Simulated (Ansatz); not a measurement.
**VRuC2, from a guessed structure to a relaxed one**

This structure for VRuC2 is made up. Its elements were placed in a known structure type with a cell scaled to their sizes. What cell does the guess relax to, and how far off was it?

Program: Ansatz 0.2.0. Level of theory: DFT, PBE, plane-wave PAW, files of the set soft_1, scalar-relativistic, ferromagnetic start, cell and ions relaxed at zero pressure; PAW set soft_1, in the first sound run; inputs show where later runs differ. Results are calculated unless marked as measured.

**1. The starting structure**

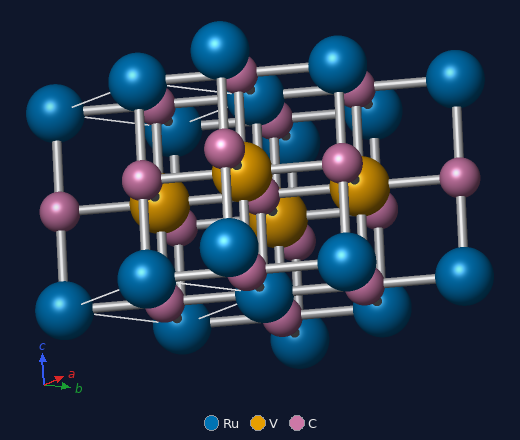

The starting structure, seen from a free direction (ruthenium blue, vanadium orange, carbon pink). 2×2×1 cells are drawn. Some periodic images of atoms are drawn too.

**2. Relaxation of the guess**

The guessed cell has no reason to be at equilibrium. It is relaxed with the atoms, within the space group of the guess.

input.yaml

```yaml
crystal:
  lattice:
    - [2.925, 0.0, 0.0]
    - [0.0, 2.925, 0.0]
    - [0.0, 0.0, 4.132]
  atoms:
    - { symbol: Ru, position: [0.0, 0.0, 0.0], spin: 1.0 }
    - { symbol: V, position: [0.5, 0.5, 0.5], spin: 2.0 }
    - { symbol: C, position: [0.5, 0.5, 0.0] }
    - { symbol: C, position: [0.0, 0.0, 0.5] }
magnetization:
  spin_polarized: true
kpoints:
  mp_grid: { grid: [9, 9, 7] }
scf:
  occupations: { method: fermi_dirac, width: 0.05 }
hamiltonian:
  xc: pbe
  pseudopotentials: { kind: paw, azcp: { folder: soft_1 } }
relax:
  f_tol: 0.015
  max_steps: 70
  cell: {}
output:
  forces: true
  stress: true
```

Started as:

```bash
ansatz run input.yaml --threads 4 --pin off --max-ram 8192MiB --backend cpu --events-out ev --progress --plain --runs-dir out
```

Numbers of over 12 decimals in the logs are rounded to 6 here.

What it wrote:

```text
Engine: ansatz 0.2.0, aarch64-unknown-linux-gnu
Pseudopotentials: kind: paw
Pseudopotential: Ru, paw, valence charge 16, recommended cutoff 420 eV (normal), soft_1/Ru.paw.azcp
Pseudopotential: V, paw, valence charge 13, recommended cutoff 420 eV (normal), soft_1/V.paw.azcp
Pseudopotential: C, paw, valence charge 4, recommended cutoff 420 eV (normal), soft_1/C.paw.azcp
Functional definition: PBE
  parameter kappa = 0.804
  parameter beta = 0.066725
  exchange = pbe_x(kappa = kappa, mu = beta*pi^2/3)
  correlation = pbe_c(beta = beta)
Crystal: 4 atoms, lattice volume = 35.352 Å³
Basis set: ecut = 420 eV, 673 PW (Γ), exchange–correlation on 40×40×60 points (8 copies of the dense FFT grid, shifted against one another)
Bands: 24, of which v1, the nominal top of the filled ones, is band 19 counted from 1 (18 counted from 0)
Symmetry: 16 space group operations
Space group: P4/mmm (ITA 123), of the structure as read, at distance tolerance 3.3e-5 Å
Magnetic group: BNS 123.339 (UNI 999), of the structure as read, at distance tolerance 3.3e-5 Å
k-points: 60 of 567
Non-local potential: Ru, projectors of the file, l = 0: 3, l = 1: 2, l = 2: 2, l = 3: 1
Non-local potential: V, projectors of the file, l = 0: 3, l = 1: 2, l = 2: 3, l = 3: 1
Non-local potential: C, projectors of the file, l = 0: 2, l = 1: 2, l = 2: 1
PAW form: soft (Blöchl's): semilocal exchange-correlation on the pseudo side does not see the compensation charge
PAW one-centre angular grid: Ru, 590 points (default); XC on 64 Gauss nodes
PAW one-centre angular grid: V, 590 points (default); XC on 64 Gauss nodes
PAW one-centre angular grid: C, 110 points (default); XC on 64 Gauss nodes
Initial density: superposition of atomic densities (chi_scale 0.1, normalization cell, long waves kept (reshape's long-wave potential 0.01 eV rms))
Starting moments: Σ|m| = 3 μB on 2 of 4 sites
Initial wavefunctions: pseudopotential atomic-orbital guess
Functional: x = pbe(κ = 0.804, μ = 0.219515), c = pbe(β = 0.066725)
SCF iter   1: F=—  HF=-9295.768105 eV  |F-HF|=—  |Δ(HF+E_count)|=         —  Δρ=1.38e-1 (↑1.38e-1 ↓1.23e-1)  dr2=3.27e1  dr2_m=4.55e-1  M=1.687 μB ∫|m|=1.880 μB  β_m=0.30  ethr=3.10e-3  ⟨swp⟩=5.7  Hψ=11398  notcnv=0
Mixer restart at iter 1: flushing history
preconditioner: auto → Kerker (q_TF=auto, 2.749 Å⁻¹)  [metal: Δε(μ)=0.017 eV  Ē_g=8.951 eV  σ=0.050 eV  W_gap=0.08  n_scr=14 (ndim 8)  ℏωp=28.6 eV  f_vac=0.000  D(μ)=2.75/eV (n_scr^D=36)]
spin=Collinear: Kerker preconditioning applied to the charge; magnetization (m = ρ↑ − ρ↓) channel mixes plain (no charge-response kernel on spin).
SCF iter   2: F=—  HF=-9292.248649 eV  |F-HF|=—  |Δ(HF+E_count)|=    3.52e0  Δρ=7.27e-2 (↑7.18e-2 ↓7.27e-2)  dr2=1.15e1  dr2_m=2.22e-1  M=1.600 μB ∫|m|=1.871 μB  β_m=0.47  ethr=3.10e-3  ⟨swp⟩=2.8  Hψ=6659  notcnv=0  defer=40
SCF iter   3: F=—  HF=-9290.768588 eV  |F-HF|=—  |Δ(HF+E_count)|=    1.48e0  Δρ=3.15e-2 (↑2.28e-2 ↓3.15e-2)  dr2=7.95e-1  dr2_m=1.09e-1  M=1.332 μB ∫|m|=1.661 μB  β_m=0.66  ethr=3.10e-3  ⟨swp⟩=3.5  Hψ=7726  notcnv=0  defer=37
SCF iter   4: F=—  HF=-9291.365884 eV  |F-HF|=—  |Δ(HF+E_count)|=   5.97e-1  Δρ=1.68e-2 (↑1.37e-2 ↓1.68e-2)  dr2=9.81e-2  dr2_m=5.83e-2  M=1.059 μB ∫|m|=1.337 μB  β_m=0.83  ethr=2.15e-3  ⟨swp⟩=2.9  Hψ=6088  notcnv=0  defer=28
SCF iter   5: F=—  HF=-9291.662474 eV  |F-HF|=—  |Δ(HF+E_count)|=         —  Δρ=2.68e-2 (↑2.68e-2 ↓2.02e-2)  dr2=1.49e-1  dr2_m=1.58e-1  M=0.360 μB ∫|m|=0.483 μB  β_m=0.83  ethr=2.65e-4  ⟨swp⟩=2.6  Hψ=5741  notcnv=0  defer=27
Mixer restart at iter 5: flushing history
SCF iter   6: F=—  HF=-9291.660062 eV  |F-HF|=—  |Δ(HF+E_count)|=   2.41e-3  Δρ=1.17e-2 (↑9.42e-3 ↓1.17e-2)  dr2=1.07e-2  dr2_m=3.22e-2  M=0.201 μB ∫|m|=0.265 μB  β_m=0.91  ethr=2.65e-4  ⟨swp⟩=3.4  Hψ=5994  notcnv=0  defer=24
SCF iter   7: F=—  HF=-9291.662053 eV  |F-HF|=—  |Δ(HF+E_count)|=   1.99e-3  Δρ=5.69e-3 (↑5.69e-3 ↓3.36e-3)  dr2=6.80e-3  dr2_m=5.43e-3  M=0.089 μB ∫|m|=0.116 μB  β_m=0.94  ethr=2.90e-5  ⟨swp⟩=2.7  Hψ=6262  notcnv=0  defer=2
SCF iter   8: F=—  HF=-9291.659248 eV  |F-HF|=—  |Δ(HF+E_count)|=   2.81e-3  Δρ=2.07e-3 (↑1.70e-3 ↓2.07e-3)  dr2=5.95e-3  dr2_m=2.09e-4  M=0.026 μB ∫|m|=0.032 μB  β_m=0.97  ethr=1.84e-5  ⟨swp⟩=2.5  Hψ=5730  notcnv=0  defer=2
SCF iter   9: F=—  HF=-9291.659442 eV  |F-HF|=—  |Δ(HF+E_count)|=   1.94e-4  Δρ=6.90e-4 (↑4.98e-4 ↓6.90e-4)  dr2=5.40e-4  dr2_m=5.69e-5  M=0.011 μB ∫|m|=0.014 μB  β_m=0.98  ethr=1.61e-5  ⟨swp⟩=2.1  Hψ=4080  notcnv=0  defer=2
SCF iter  10: F=—  HF=-9291.659370 eV  |F-HF|=—  |Δ(HF+E_count)|=   7.24e-5  Δρ=2.49e-4 (↑2.49e-4 ↓2.46e-4)  dr2=8.05e-5  dr2_m=5.16e-6  M=0.004 μB ∫|m|=0.004 μB  β_m=0.99  ethr=1.46e-6  ⟨swp⟩=2.1  Hψ=3682  notcnv=0  defer=2
SCF iter  11: F=—  HF=-9291.659484 eV  |F-HF|=—  |Δ(HF+E_count)|=   1.14e-4  Δρ=1.03e-4 (↑1.03e-4 ↓7.14e-5)  dr2=3.59e-6  dr2_m=1.86e-6  M=0.002 μB ∫|m|=0.002 μB  β_m=1.00  ethr=2.17e-7  ⟨swp⟩=2.2  Hψ=4108  notcnv=0  defer=2
SCF iter  12: F=—  HF=-9291.659484 eV  |F-HF|=—  |Δ(HF+E_count)|=   2.91e-7  Δρ=1.73e-5 (↑1.65e-5 ↓1.73e-5)  dr2=1.56e-7  dr2_m=6.80e-8  M=0.000 μB ∫|m|=0.000 μB  β_m=1.00  ethr=9.70e-9  ⟨swp⟩=2.3  Hψ=4450  notcnv=0  defer=2
SCF iter  13: F=—  HF=-9291.659484 eV  |F-HF|=—  |Δ(HF+E_count)|=   2.61e-8  Δρ=3.16e-6 (↑3.11e-6 ↓3.16e-6)  dr2=1.84e-8  dr2_m=6.85e-10  M=0.000 μB ∫|m|=0.000 μB  β_m=1.00  ethr=4.22e-10  ⟨swp⟩=2.0  Hψ=4758  notcnv=0  defer=2
SCF iter  14: F=—  HF=-9291.659484 eV  |F-HF|=—  |Δ(HF+E_count)|=   2.84e-9  Δρ=1.65e-6 (↑1.65e-6 ↓1.43e-6)  dr2=4.98e-9  dr2_m=1.04e-10  M=0.000 μB ∫|m|=0.000 μB  β_m=1.00  ethr=4.99e-11  ⟨swp⟩=2.0  Hψ=3948  notcnv=0  defer=2
SCF iter  15: F=-9291.659484 eV  HF=-9291.659484 eV  |F-HF|=1.62e-10  |Δ(HF+E_count)|=  4.58e-10  Δρ=4.11e-7 (↑4.11e-7 ↓2.91e-7)  dr2=1.64e-10  dr2_m=4.39e-12  M=0.000 μB ∫|m|=0.000 μB  ethr=1.35e-11  ⟨swp⟩=1.3  Hψ=7310  notcnv=0
WARN: the starting moments were not kept: the SCF closed with an absolute magnetisation of 4.4e-6 μB, where they sum to 3 μB in size (2 sites). That is at most 0.1 of that sum. Measured as dr2_m measures the in/out step, that magnetisation stands 4.0e-12 eV from none, at or under the dr2_threshold of 1.0e-7 eV: it is no larger than a step whose dr2_m would equal this threshold. The system may hold no moment; this SCF [...]
SCF 1 converged in 15 iterations: F = -9291.659484 eV  dr2 = 1.64e-10
  greatest PAW one-centre occupation: 1.000 electrons in one spin orbital (limit 2), on the Ru atom at site 0 (counted from 0), in its partial waves of l = 0
[...]
SCF iter  10: F=-9291.872739 eV  HF=-9291.872739 eV  |F-HF|=4.45e-8  |Δ(HF+E_count)|=   7.19e-9  Δρ=4.71e-6 (↑4.08e-6 ↓4.71e-6)  dr2=4.71e-8  dr2_m=4.63e-11  M=-0.000 μB ∫|m|=0.000 μB  ethr=1.23e-10  ⟨swp⟩=1.1  Hψ=7583  notcnv=0
the starting moments were not kept: the SCF closed with an absolute magnetisation of 2.5e-5 μB, where they sum to 3 μB in size (2 sites). That is at most 0.1 of that sum. Measured as dr2_m measures the in/out step, that magnetisation stands 1.7e-10 eV from none, at or under the dr2_threshold of 4.0e-7 eV: it is no larger than a step whose dr2_m would equal this threshold.
SCF 3 converged in 10 iterations: F = -9291.872739 eV  dr2 = 4.71e-8
relax step   3: F+E_penalty+E_count = -9291.87273878 eV  Δ(F+E_penalty+E_count) = -7.234e-3 eV  max|allowed force component| = 6.784e-29 eV/Å  Δτ_max = 0.0000 Å  P = +0.469 GPa  Ω = 38.018 Å³  energy of the carried Pulay correction = -8.273e-3 eV  (10 SCF iters, dr2 threshold 4.00e-7 eV, accepted)
[...]
relax step   4: F+E_penalty+E_count = -9291.87316432 eV  Δ(F+E_penalty+E_count) = -4.255e-4 eV  max|allowed force component| = 4.585e-30 eV/Å  Δτ_max = 0.0000 Å  P = -0.152 GPa  Ω = 38.095 Å³  energy of the carried Pulay correction = -8.506e-3 eV  (10 SCF iters, dr2 threshold 4.00e-7 eV, accepted)
[...]
relax step   5: F+E_penalty+E_count = -9291.87345027 eV  Δ(F+E_penalty+E_count) = -2.859e-4 eV  max|allowed force component| = 4.782e-30 eV/Å  Δτ_max = 0.0000 Å  P = +0.004 GPa  Ω = 38.080 Å³  energy of the carried Pulay correction = -8.466e-3 eV  (8 SCF iters, dr2 threshold 4.00e-7 eV, accepted)
[...]
relax step   6: F+E_penalty+E_count = -9291.88368144 eV  Δ(F+E_penalty+E_count) = -1.023e-2 eV  max|allowed force component| = 4.782e-30 eV/Å  Δτ_max = 0.0000 Å  P = +0.202 GPa  Ω = 38.080 Å³  stress off target by 2.21e-1 GPa  SCF on the basis re-selected at this cell (its energy is not comparable with the rows above)  (13 SCF iters)
[...]
relax step   7: F+E_penalty+E_count = -9291.88363381 eV  Δ(F+E_penalty+E_count) = +4.763e-5 eV  max|allowed force component| = 4.733e-30 eV/Å  Δτ_max = 0.0000 Å  P = +0.003 GPa  Ω = 38.105 Å³  energy of the carried Pulay correction = -6.353e-5 eV  (9 SCF iters, dr2 threshold 1.22e-7 eV, accepted)
iter 1 solved again at ethr=5.30e-8 eV; its pass at ethr=3.10e-3 eV (dr2=1.96e-5 eV) is discarded
SCF iter   1: F=—  HF=-9291.883700 eV  |F-HF|=—  |Δ(HF+E_count)|=         —  Δρ=2.39e-6 (↑2.33e-6 ↓2.39e-6)  dr2=8.10e-9  dr2_m=3.83e-11  M=-0.000 μB ∫|m|=0.000 μB  β_m=0.65  ethr=5.30e-8  ⟨swp⟩=3.0  Hψ=18806  notcnv=0
preconditioner: auto → none  [metal: Δε(μ)=0.050 eV  Ē_g=7.227 eV  σ=0.050 eV  W_gap=0.24  n_scr=6 (ndim 8)  ℏωp=27.6 eV  f_vac=0.000  D(μ)=3.42/eV (n_scr^D=36)]
SCF iter   2: F=—  HF=-9291.883703 eV  |F-HF|=—  |Δ(HF+E_count)|=   2.65e-6  Δρ=2.25e-6 (↑2.25e-6 ↓2.13e-6)  dr2=1.16e-8  dr2_m=1.66e-11  M=-0.000 μB ∫|m|=0.000 μB  β_m=0.30  ethr=2.19e-11  ⟨swp⟩=2.6  Hψ=5270  notcnv=0
SCF iter   3: F=—  HF=-9291.883703 eV  |F-HF|=—  |Δ(HF+E_count)|=   1.59e-9  Δρ=8.26e-7 (↑8.18e-7 ↓8.26e-7)  dr2=1.52e-10  dr2_m=1.42e-11  M=-0.000 μB ∫|m|=0.000 μB  β_m=0.40  ethr=2.19e-11  ⟨swp⟩=2.1  Hψ=4200  notcnv=0
SCF iter   4: F=—  HF=-9291.883703 eV  |F-HF|=—  |Δ(HF+E_count)|=  9.39e-10  Δρ=4.65e-7 (↑4.65e-7 ↓3.35e-7)  dr2=1.86e-10  dr2_m=7.97e-12  M=-0.000 μB ∫|m|=0.000 μB  β_m=0.47  ethr=1.00e-12  ⟨swp⟩=2.1  Hψ=4543  notcnv=0
SCF iter   5: F=—  HF=-9291.883703 eV  |F-HF|=—  |Δ(HF+E_count)|=  8.53e-10  Δρ=2.10e-7 (↑2.10e-7 ↓1.58e-7)  dr2=4.37e-11  dr2_m=4.02e-12  M=-0.000 μB ∫|m|=0.000 μB  β_m=0.57  ethr=1.00e-12  ⟨swp⟩=2.0  Hψ=4163  notcnv=0
SCF iter   6: F=—  HF=-9291.883703 eV  |F-HF|=—  |Δ(HF+E_count)|=  2.82e-10  Δρ=1.89e-7 (↑1.89e-7 ↓1.08e-7)  dr2=3.38e-11  dr2_m=3.55e-12  M=-0.000 μB ∫|m|=0.000 μB  β_m=0.79  ethr=1.00e-12  ⟨swp⟩=2.0  Hψ=3329  notcnv=0
SCF iter   7: F=—  HF=-9291.883703 eV  |F-HF|=—  |Δ(HF+E_count)|=  1.86e-10  Δρ=1.28e-7 (↑1.28e-7 ↓1.28e-7)  dr2=4.02e-11  dr2_m=6.43e-15  M=-0.000 μB ∫|m|=0.000 μB  β_m=0.73  ethr=1.00e-12  ⟨swp⟩=2.0  Hψ=4164  notcnv=0
SCF iter   8: F=-9291.883703 eV  HF=-9291.883703 eV  |F-HF|=3.64e-12  |Δ(HF+E_count)|=  3.64e-12  Δρ=3.77e-8 (↑3.77e-8 ↓3.73e-8)  dr2=4.57e-12  dr2_m=2.19e-15  M=-0.000 μB ∫|m|=0.000 μB  ethr=1.00e-12  ⟨swp⟩=2.0  Hψ=7970  notcnv=0
the starting moments were not kept: the SCF closed with an absolute magnetisation of 2.6e-7 μB, where they sum to 3 μB in size (2 sites). That is at most 0.1 of that sum. Measured as dr2_m measures the in/out step, that magnetisation stands 1.8e-14 eV from none, at or under the dr2_threshold of 4.0e-11 eV: it is no larger than a step whose dr2_m would equal this threshold.
SCF 8 converged in 8 iterations: F = -9291.883703 eV  dr2 = 4.57e-12
relax step   8: F+E_penalty+E_count = -9291.88370263 eV  Δ(F+E_penalty+E_count) = -6.882e-5 eV  max|allowed force component| = 4.635e-30 eV/Å  Δτ_max = 0.0000 Å  P = +0.003 GPa  Ω = 38.105 Å³  stress off target by 3.60e-3 GPa  SCF on the basis re-selected at this cell (its energy is not comparable with the rows above)  (8 SCF iters)
basis re-selected at this cell: Δ(F+E_penalty+E_count) = -6.882e-5 eV, ΔP = -0.000 GPa vs the last step (what re-selecting the basis moved, of the pressure what is left beyond the Pulay correction that the steps carried, after the strain that the cell walked since its last selection, with what the two solves' SCF thresholds leave and, on support functions, any second-order correction that the steps lacked; it is no m [...]
SCF converged after 8 iterations
Magnetization: -0.0000 μB (18.5000 up, 18.5000 down)
Absolute magnetization: 0.0000 μB (∫|ρ↑−ρ↓|, with the PAW one-centre terms)
Spin contamination: 0.0000 ħ² per cell (⟨S²⟩ above its minimum at these occupations)
Per-site moments (μB) at R_I (Å): [(-1.0798918271064791e-7, 0.871245), (-8.261972729190305e-8, 0.871245), (-4.385575142713553e-9, 0.871245), (1.719532753488713e-8, 0.871245)]
Free energy (F): -9291.883703 eV
Harris-Foulkes:  -9291.883703 eV  (|F-HF|=3.64e-12)
Internal energy: -9291.855494 eV  (E = F + TS)
E sigma→0 (E₀):  -9291.869598 eV
Entropy (-TS):   -0.028208 eV (-7.052 meV/atom)
Fermi energy:    18.742884 eV
--- Per-component energies (eV) ---
  E_band       = -188.672491
  E_kinetic    = 929.112664
  E_local      = -2504.325228  (includes V_loc(G=0)·N_el)
  E_nonlocal   = 540.626405
  E_hartree    = 918.609864
  E_xc         = -379.822849
  E_vxc        = -477.611766  (∫ρ·V_xc dr)
  E_paw        = -4826.603485  (= ΣΔE_a)
  E_vpaw       = -513.696006  (= ΣTr[D̂ρ^β])
  E_aug_tail   = 0.001703  (compensation charges beyond the density's cutoff)
  E_ewald      = -3969.454568
  E_smearing   = -0.028208  (= −TS)
  E_closure    = 0.000000  (closes the sum)
  Σ components = -9291.883703   (vs F -9291.883703, Δ=0.00e0)
--- Forces (eV/Å), atoms counted from 1 ---
  atom   1  Ru    -0.00000000    -0.00000000     0.00000000
  atom   2  V      0.00000000     0.00000000     0.00000000
  atom   3  C      0.00000000     0.00000000     0.00000000
  atom   4  C      0.00000000     0.00000000     0.00000000
  max |Σ_I F_I| component: 6.71e-30 eV/Å
--- Stress (GPa, compression-positive) ---
        0.002298       0.000000       0.000000
        0.000000       0.002298       0.000000
        0.000000       0.000000       0.003602
  P = ⅓ Tr σ = 0.0027 GPa (0.027 kbar)
--- Relaxed structure (6 steps of the walk, 6 accepted, 2 SCFs on fresh bases) ---
  F+E_penalty+E_count = -9291.88370263 eV   max|allowed force component| = 4.635e-30 eV/Å   (the final SCF, on the basis selected at the relaxed cell)
  cell:  # Å, volume = 38.1046 Å³
    - [2.986975, 0, 0.0]
    - [0, 2.986975, 0.0]
    - [0.0, 0.0, 4.270855]
  atoms:
    - { symbol: Ru, position: [0, 0, 0.0] }
    - { symbol: V, position: [0.5, 0.5, 0.500000] }
    - { symbol: C, position: [0.5, 0.5, 0.0] }
    - { symbol: C, position: [0, 0, 0.500000] }
```

The job ended after 13 s (4 threads of Arm Neoverse V2, shared host; peak memory 0.41 GiB).

The steps of the relaxation:

```tsv
step	energy less that of the first step (eV)	largest force component (eV/Å)	pressure (GPa)	volume (Å³)
1	0.0000	0.0000	27.47	35.35
2	-0.2060	0.0000	4.56	37.54
3	-0.2133	0.0000	0.47	38.02
4	-0.2137	0.0000	-0.15	38.09
5	-0.2140	0.0000	0.00	38.08
6*	-0.2242	0.0000	0.20	38.08
7	-0.2242	0.0000	0.00	38.10
8*	-0.2242	0.0000	0.00	38.10
```

Relaxation steps marked * repeat the geometry before them on a plane-wave basis chosen anew for their cell, so energy and pressure can jump there.

The run keeps the 16 symmetry operations that it works with, so distortions that break them were not tested.

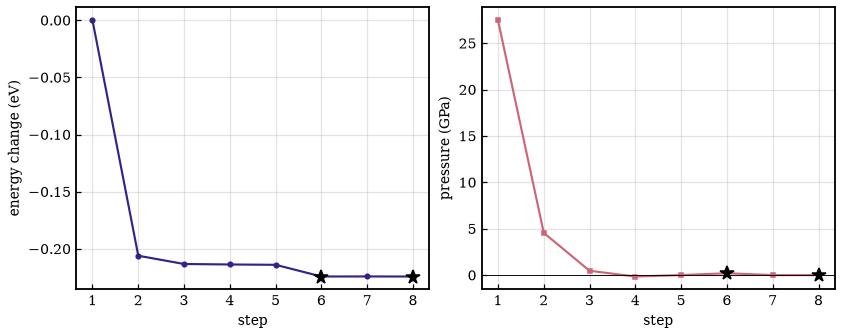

Energy and pressure along the relaxation. Stars mark steps on a basis chosen anew.

```tsv
conventional cell, symmetrised	before	after	change
a (Å)	2.925	2.987	+2.1 %
b (Å)	2.925	2.987	+2.1 %
c (Å)	4.132	4.271	+3.4 %
volume (Å³/atom)	8.84	9.53	+7.8 %
```

The relaxed structure:

```cif
data_structure
_symmetry_space_group_name_H-M 'P 1'
_symmetry_Int_Tables_number 1
_cell_length_a 2.9870
_cell_length_b 2.9870
_cell_length_c 4.2709
_cell_angle_alpha 90.000
_cell_angle_beta 90.000
_cell_angle_gamma 90.000
_cell_volume 38.10
loop_
_atom_site_label
_atom_site_type_symbol
_atom_site_fract_x
_atom_site_fract_y
_atom_site_fract_z
_atom_site_occupancy
Ru1 Ru 0.00000 0.00000 0.00000 1
V2 V 0.50000 0.50000 0.50000 1
C3 C 0.50000 0.50000 0.00000 1
C4 C 0.00000 0.00000 0.50000 1
```

Numbers from this step:

```yaml
free_energy: -9291.8837 eV
energy_at_zero_smearing: -9291.8696 eV
smearing_term_ts: 0.02821 eV
fermi_energy: 18.74 eV
electrons: 37
symmetry_operations: 16
pressure: 0.002732 GPa
```

The shortest distance of each pair, which need not be the same contact before and after:

```tsv
pair	guess (Å)	relaxed (Å)
C–Ru	2.066	2.112
C–V	2.066	2.112
Ru–Ru	2.925	2.987
V–V	2.925	2.987
C–C	2.923	2.987
```

The relaxation ends with a pressure of 0.00 GPa. The starting moments have collapsed: the run ends non-magnetic.

(Continued in part 2 of 2.)

[Logs are printed without paths, hosts, clocks, repeated set-up lines and the standing remarks that a program may print on its own settings, such as how far it seeks lower states.]

[Hosts, paths, dates, database ids (printed as entryN), source tags and the programs' standing remarks are cut or masked in the printed files.]
